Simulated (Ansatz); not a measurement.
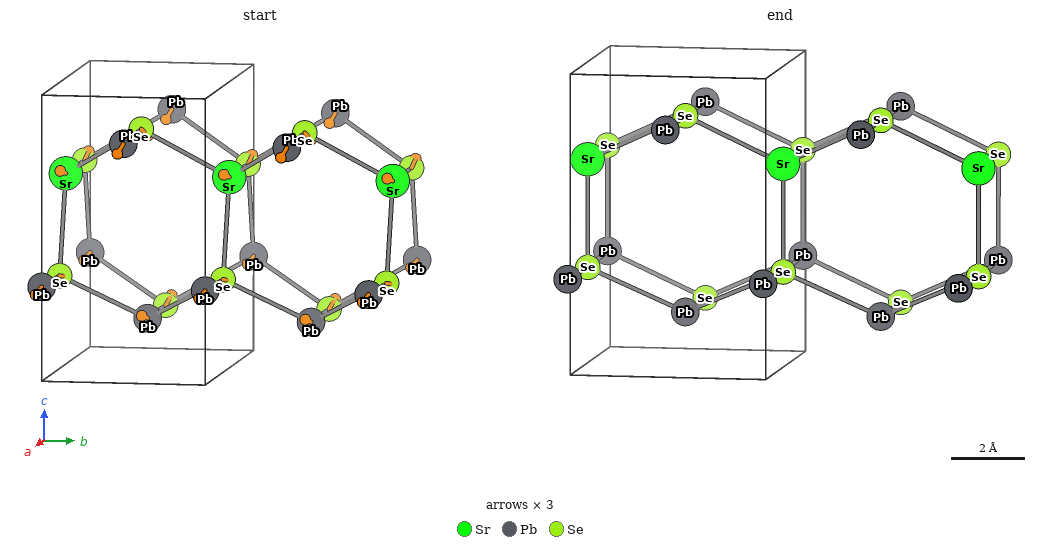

The structure of crystalline SrPb3Se4 (built on the MgZn3S4-6 type type) before (left) and after (right) a relaxation, at one scale. The orange arrows give the displacements (the part carried along by the change of the cell is left out), 3 times their true length.

The picture is a ball-and-stick view of the cell of the calculation, repeated 1 × 2 × 1 with one cell outlined, seen slightly off an axis.

All numbers below come from Ansatz 0.2.0, DFT, PBEsol, plane waves, PAW. Set-up: plane-wave cutoff 420 eV; k-point mesh 4 × 6 × 4; occupations fermi dirac; smearing width 0.03 eV; no spin polarisation; cell and atoms relaxed; force threshold 0.01 eV/Å; at most 120 steps.

Q: What changed between the two?

A: The run was cut off at its time limit before the relaxation converged, so the last structure is only a point on the way. The atom that moves furthest relative to the cell is a Se atom (0.45 Å roughly along [−3 0 −1]). By element the largest moves are Se 0.45 Å, Pb 0.41 Å, Sr 0.39 Å. The volume changes by +3.3 %, with a 7.466 → 6.136 Å (−17.8 %), b 4.559 → 5.449 Å (+19.5 %), c 7.916 → 8.326 Å (+5.2 %). Among the contacts that change: Pb–Se 4.712 → 3.040 Å, Pb–Se 4.685 → 3.051 Å, Se–Sr 4.574 → 3.069 Å, Pb–Se 2.755 → 3.096 Å. New bonds form, among them: Pb–Se (4.68 → 3.05 Å), Pb–Se (4.70 → 3.04 Å), Pb–Se (4.71 → 3.04 Å), Se–Sr (4.57 → 3.07 Å). Bond angles that change, for instance: Se–Sr–Se 106.5° → 130.2°, Sr–Se–Sr 106.5° → 130.2°, Pb–Se–Pb 110.9° → 133.6°. The space group stays Pm (No. 6). The energy falls by 1.849 eV per cell of the calculation in 14 accepted moves (15 points after the start). The largest force component goes from 0.29 to 0.013 eV/Å. The pressure goes from 6.80 to 0.01 GPa. The line search rejected the trial step at point 7 of the run. The run took 5.8 min on 4 threads of Arm Neoverse V2, on a shared host, peak memory 1 GiB.
